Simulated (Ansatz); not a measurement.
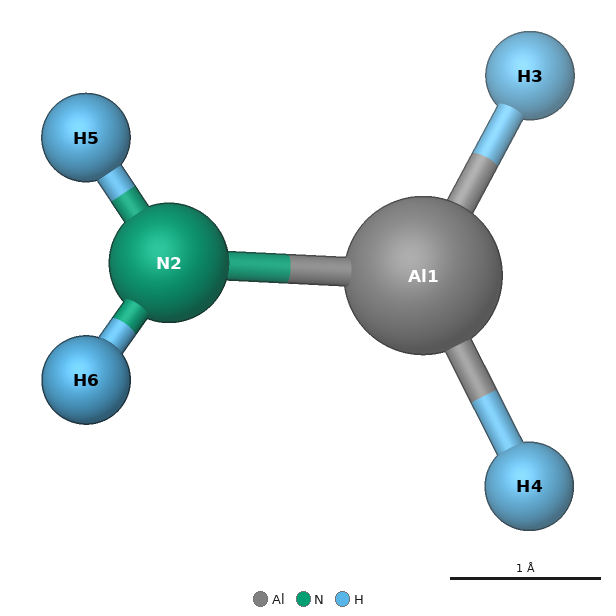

Orthographic view. Depth is shown by fading: the farther an atom, the more it takes the colour of the background. The computed structure is the end point of a PBE0-D4/def2-TZVP optimisation.

Give the geometry as a Z-matrix, atoms in numerical order, with these reference atoms: 2 to 1; 3 to 1, 2; 4 to 1, 3, 2; 5 to 2, 1, 3; 6 to 2, 5, 1.

```
Al 
N    1   1.766
H    1   1.583   2   118.0
H    1   1.583   3   124.2   2   180.0
H    2   1.007   1   124.9   3     0.1
H    2   1.007   5   110.2   1   180.0
```
